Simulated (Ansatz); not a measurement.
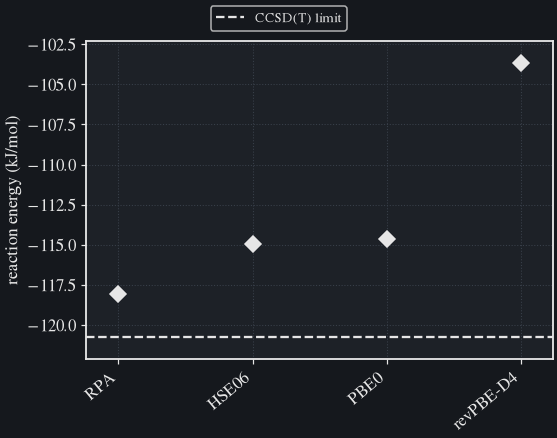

Electronic reaction energy of GaSiH₄OF ([OH][GaH][SiH2]F) + HCl (Cl) → GaH₂OCl ([OH][GaH][Cl]) + SiH₃F (F[SiH3]) (SMILES in brackets) at several levels (functionals in def2-TZVPP unless a basis is named), isolated molecules at PBE0-D4 triple-zeta geometries, minima by their frequencies, no zero-point or thermal terms, the Ansatz code 0.2.0. The line is frozen-core CCSD(T) at the basis limit (MP2 extrapolated from triple and quadruple zeta, plus CCSD(T) less MP2 in a smaller set). RPA holds a correlation term that converges slowly with the basis, so part of the distance to the limit is basis error. No dispersion term is added to HSE06 and PBE0.

Which level comes closest to the line (CCSD(T) limit), and which misses most?

Closest RPA (−118.1 kJ/mol), against −120.8 kJ/mol; farthest revPBE-D4 (−103.7 kJ/mol).

What do zero-point energy and temperature add?

Zero-point change 4.6 kJ/mol; at 298.15 K and 1 bar the CCSD(T) limit plus thermal terms gives an enthalpy of reaction of −119.7 and a free energy of −119.4 kJ/mol (harmonic PBE0-D4 modes, ideal gas).

Known limits of this run: no scalar relativity up to krypton; outer-core shells are correlated without core-valence functions, which makes the correlated values less sure; one conformer of each flexible molecule.
